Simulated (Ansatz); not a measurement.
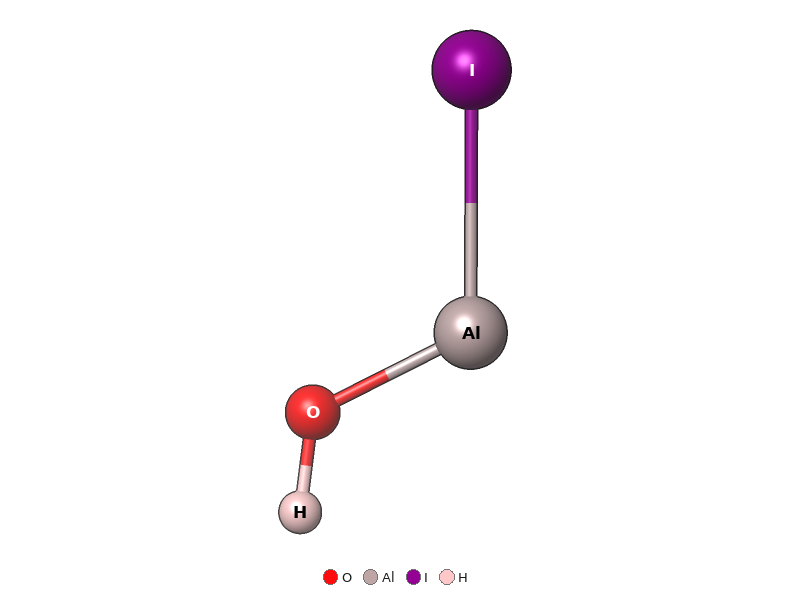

All atoms lie in one plane, which faces the viewer. Charge 0, doublet. Computed geometry: PBE0-D4/def2-TZVP optimisation. No frequency run is at hand to confirm it as a minimum.

### Which symmetry elements does this geometry have?

It has 1 mirror plane, so the point group is Cs. The group has 2 operations. The geometry is achiral, and symmetry allows a dipole moment.
